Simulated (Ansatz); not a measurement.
Cl₂H₂SSn···H₂

The calculation's input:

```
crystal:
  periodic: [false, false, false]
  atoms:
    - { symbol: Sn, position_ang: [0.384226, 0.575828, -0.302347] }
    - { symbol: H, position_ang: [-0.042206, -0.221261, 2.504918] }
    - { symbol: Cl, position_ang: [2.128111, -0.22502, -1.651456] }
    - { symbol: Cl, position_ang: [-1.134444, 1.733115, -1.651345] }
    - { symbol: H, position_ang: [-0.401828, -0.789402, 0.331978] }
    - { symbol: S, position_ang: [1.309511, 2.285401, 1.15494] }
    - { symbol: H, position_ang: [2.368546, 1.514403, 1.494575] }
    - { symbol: H, position_ang: [0.226984, 0.432634, 2.635237] }
basis:
  gaussian: { orbitals: def2-SVP }
hamiltonian:
  xc: pbe0
relax:
  f_tol: 0.03
  max_steps: 50
output:
  orbitals: {}
```

Launched as:

```sh
ansatz run input.yaml --threads 2 --pin off --max-ram 3072MiB --backend cpu --events-out ev --progress --plain --runs-dir out
```

The fields are those of the run's last geometry, not of the input's.

Core potentials replace the inner electrons of Sn.

These are results of Ansatz, RKS PBE0/def2-SVP, not measurements.

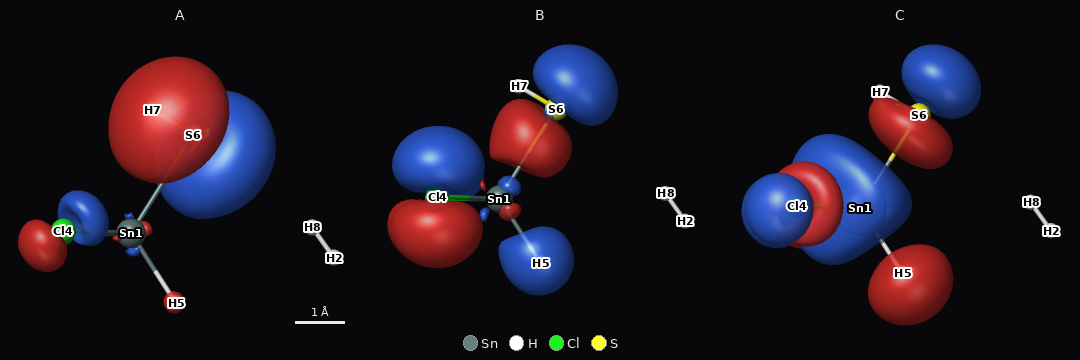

Figure 1. Three frontier orbitals at ±0.1 Å⁻³ᐟ² (red and blue are the two phases), in no order.

Q: Order the three orbitals by energy and name them.

A: B is the HOMO−1 (−8.89 eV). Its weight (Hirshfeld) is mainly on Cl4 (about 35 %), Cl3 (about 25 %), S6 (about 25 %), Sn1 (about 10 %) and H5 (about 5 %); largely a combination of lone pairs on Cl4, Cl3 and S6. A is the HOMO (−8.03 eV). It lies mainly on S6 (about 80 %); largely a lone pair of S6. C is the LUMO (−2.07 eV). It lies mainly on Sn1 (about 35 %), S6 (about 20 %), Cl3 (about 15 %), Cl4 (about 15 %) and H5 (about 10 %).

Q: What is the HOMO–LUMO gap?

A: 5.96 eV between the orbital energies.

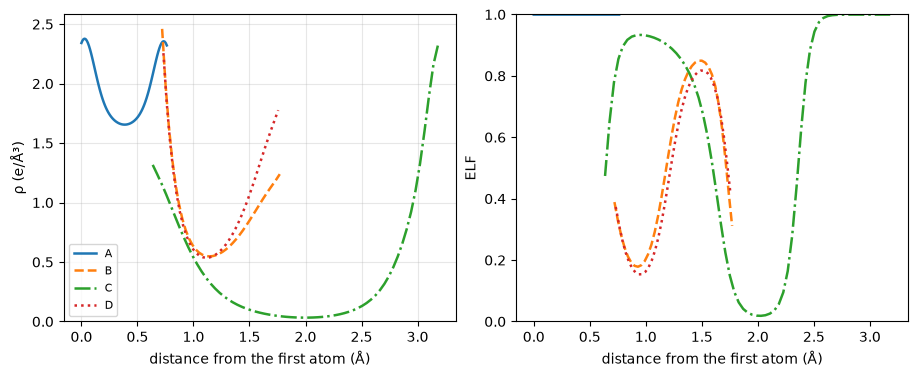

Figure 2. Electron density and ELF along straight lines between neighbouring atoms. The curves leave out the atomic cores.

Q: Which curve belongs to which contact (H–H, Sn–Cl, Sn–S and S–H)? The first atom named is at distance zero.

A: Curve A: H–H (0.76 Å): ρ is about 1.7 e/Å³ halfway; the ELF is about 1 at the midpoint. Curve B: Sn–S (2.40 Å): ρ is about 0.56 e/Å³ halfway; the ELF peaks at about 0.85 in the valence shell of S, 0.9 Å from its nucleus, and drops to about 0.20 between the two atoms. Curve C: S6···H8 (3.18 Å): the density falls to about 0.03 e/Å³ on the way; the ELF dips to about 0 between them; a weak contact between the two molecules. Curve D: Sn–Cl (2.34 Å): the density is about 0.55 e/Å³ at the midpoint; the ELF peaks at about 0.80 in the valence shell of Cl, 0.8 Å from its nucleus, and drops to about 0.15 between the two atoms.

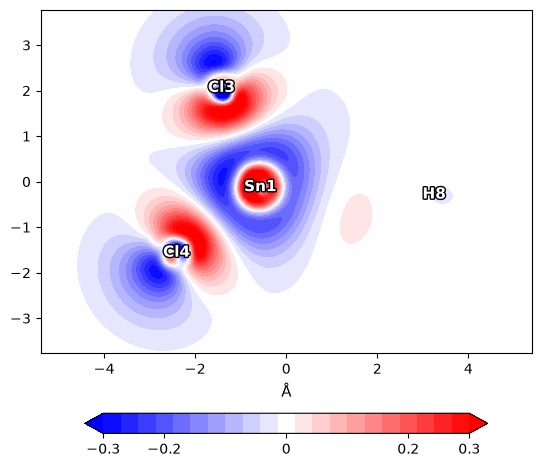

Figure 3. The LUMO on the plane of atoms Cl3, Sn1 and Cl4 (values in Å⁻³ᐟ²; the overall sign is arbitrary).

Q: Where does this orbital lie, and at what energy?

A: It lies mainly on Sn1 (about 35 %), S6 (about 20 %), Cl3 (about 15 %), Cl4 (about 15 %) and H5 (about 10 %). Its energy is −2.07 eV.
